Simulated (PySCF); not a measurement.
Ge(Cl)3(nPr), SMILES [Cl][Ge]([Cl])([Cl])[CH2]CC (C3H7Cl3Ge), B3LYP/def2-SVP optimised geometry. Atoms within 1.6 Å of the plane z = 0.8 Å (x, y, z in Å): C3 (-1.47, -2.00, 1.55), Ge4 (-0.76, -1.03, 0.00), Cl6 (-1.41, 1.03, 0.00), Cl7 (1.41, -1.03, 0.00), H13 (-1.14, -3.04, 1.43), H14 (-2.56, -1.98, 1.44).

Calculation: PySCF with B3LYP/def2-TZVP.

Map of the log10 of the electron density (e/bohr³), floored at −4 on the plane z = 0.8 Å:

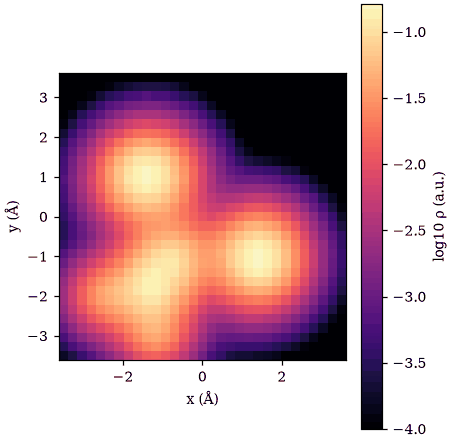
Figure: Log10 of the electron density (e/bohr³), floored at −4 on the plane z = 0.8 Å.
